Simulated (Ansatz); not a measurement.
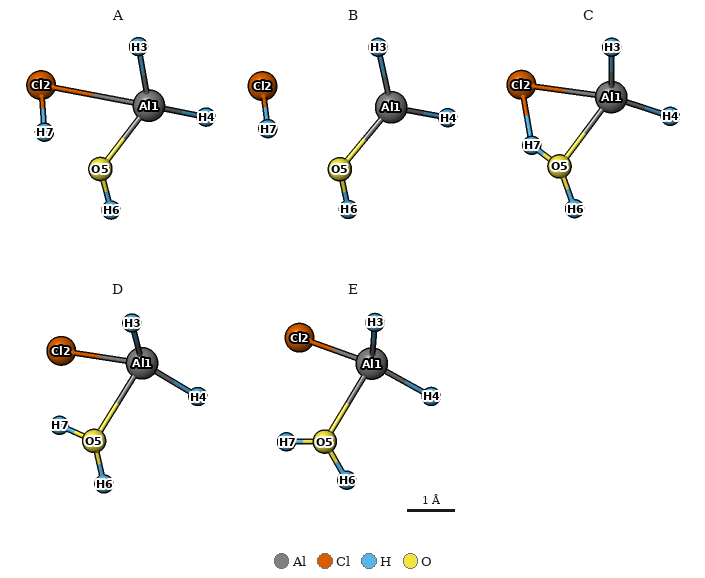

5 geometries from one relaxation of AlH$_{4}$OCl, in shuffled order. Style: ball-and-stick. Shown at a tilt.

The run prepares an end point of a later path (reaction) calculation, from a guessed geometry.

Computed with RKS BLYP/def2-TZVP (Ansatz 0.2.0). Set-up: no spin polarisation; force threshold 0.03 eV/Å; at most 50 steps.

### Put them in the order of the run, from the start to the converged end.

B, A, C, D, E. They are steps 0, 9, 18, 20, 26, at +85.6 kJ/mol, +81.1 kJ/mol, +52.3 kJ/mol, +21.0 kJ/mol relative to the last. Over 23 accepted moves (26 points after the start) the energy falls by 85.6 kJ/mol. The largest force component goes from 0.72 to 0.024 eV/Å. The line search rejected the trial steps at points 2, 4, 12 of the run. The atom that moves furthest after the best rigid fit is H7 (1.11 Å). By element the largest moves are H 1.11 Å, Cl 0.94 Å, Al 0.72 Å, O 0.37 Å. Among the contacts that change: Cl2–H7 1.341 → 2.699 Å, Al1–Cl2 3.429 → 2.182 Å, O5–H7 2.206 → 0.981 Å, Al1–O5 1.763 → 2.047 Å. New bonds form, among them: Al1–Cl2 (3.43 → 2.18 Å), O5–H7 (2.21 → 0.98 Å). Bonds break, among them: Cl2–H7 (1.34 → 2.70 Å). Bond angles that change, for instance: H4–Al1–O5 119.0° → 98.3°, H3–Al1–O5 114.5° → 104.4°, Al1–O5–H6 119.2° → 113.9°. Cost: 23 s on 4 threads of AMD EPYC 7B13 (Zen 3) (shared host), peak memory 0.23 GiB.

Limits of the set-up: the start holds two separate molecules, 2.2 Å apart at their closest, whose relative position is a soft coordinate and is computed without a dispersion correction.
